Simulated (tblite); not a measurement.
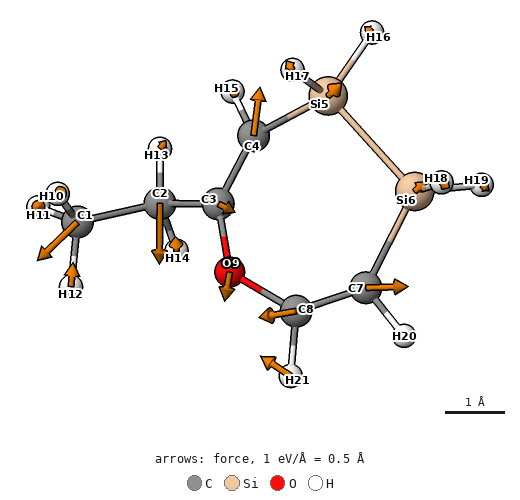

Starting geometry of C6H12OSi2 with the computed forces as orange arrows. The picture is a ball-and-stick view, seen at a tilt.

Level of theory: tblite, GFN2-xTB geometry optimisation, gas phase. 

Q: What follows when this structure is relaxed?

A: It isn't relaxed: the largest force vector, on C2, is 2.19 eV/Å. The final displacements have little in common with the starting forces (cosine between the two patterns 0.12). The energy falls by 19.2 kcal/mol in 135 geometry steps. The atom that moves furthest after the best rigid fit is H18 (1.18 Å). Largest moves by element: H 1.18 Å, Si 0.40 Å, C 0.29 Å, O 0.25 Å. Some distances before and after: Si5–Si6 2.235 → 2.302 Å, C4–Si5 1.830 → 1.872 Å, C1–H12 1.122 → 1.087 Å, C8–O9 1.384 → 1.351 Å. Among the angles between lasting bonds that change: Si6–Si5–H16 106.6° → 118.9°, C2–C3–O9 119.0° → 107.6°, Si5–Si6–H18 108.2° → 119.2°. Groups turn about C8–O9 by about 45°, Si6–C7 by about 40°, Si5–Si6 by about 35°. Cost: 1.9 s on 1 thread of Intel(R) Xeon(R) Processor @ 2.70GHz (shared host).
